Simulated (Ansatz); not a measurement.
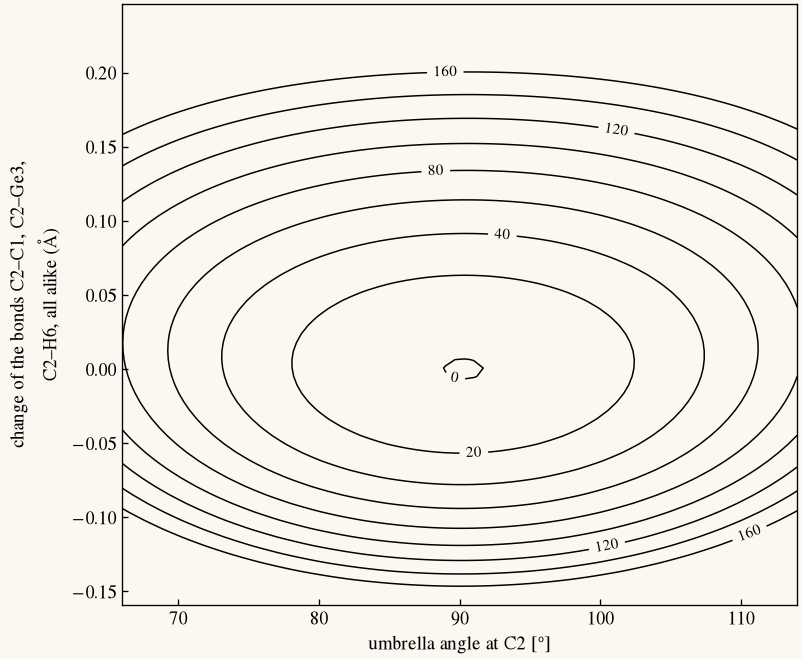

Energy landscape of C₂H₅GeO, SMILES [CH]=[CH][GeH2][OH], spin multiplicity 2. First axis: umbrella angle at C2 (between each of its bonds and their common axis; 90 is planar). Second axis: change of the bonds C2–C1, C2–Ge3, C2–H6, all alike. Nothing is relaxed (all other coordinates rigid). The grid has 9 × 9 points. Points are written as (first, second). Energies: kJ/mol, counted from the lowest grid point. Computed with UKS SPW92 (LDA)/def2-TZVP in Ansatz 0.2.0.

The picture shows contour lines labelled in kJ/mol (none above 160). Between grid points the surface is interpolated. 

> What does the map say about the system?

The lowest grid point is at (90°, −0.007 Å). No other kind of well shows on this grid. The highest grid point, (66°, −0.159 Å), lies 308 kJ/mol above the lowest. Round the minimum the two coordinates are nearly uncoupled.

The input of one point:

```yaml
crystal:
  periodic: [false, false, false]
  atoms:
    - { symbol: C, position_ang: [-0.194291, 1.230282, -1.465036] }
    - { symbol: C, position_ang: [0.3297, 0.919013, -0.33288] }
    - { symbol: Ge, position_ang: [0.328257, -0.922182, 0.264944] }
    - { symbol: O, position_ang: [-0.613727, -1.040749, 1.770381] }
    - { symbol: H, position_ang: [-0.386982, 2.081846, -2.120123] }
    - { symbol: H, position_ang: [0.79562, 1.650891, 0.34475] }
    - { symbol: H, position_ang: [1.729559, -1.380744, 0.704595] }
    - { symbol: H, position_ang: [-0.288367, -1.795412, -0.847476] }
    - { symbol: H, position_ang: [-1.542517, -0.786331, 1.631286] }
magnetization:
  spin_polarized: true
  initial_magnetization: 1
basis:
  gaussian: { orbitals: def2-TZVP }
hamiltonian:
  xc: lda
output:
  forces: true
```

Each point was launched as `ansatz run input.yaml --threads 1 --pin off --max-ram 2560MiB --backend cpu --events-out ev --progress --plain --runs-dir out`. The whole map (81 points run) took 8.8 min on 1 thread of Arm Neoverse V2, with other jobs on the host.
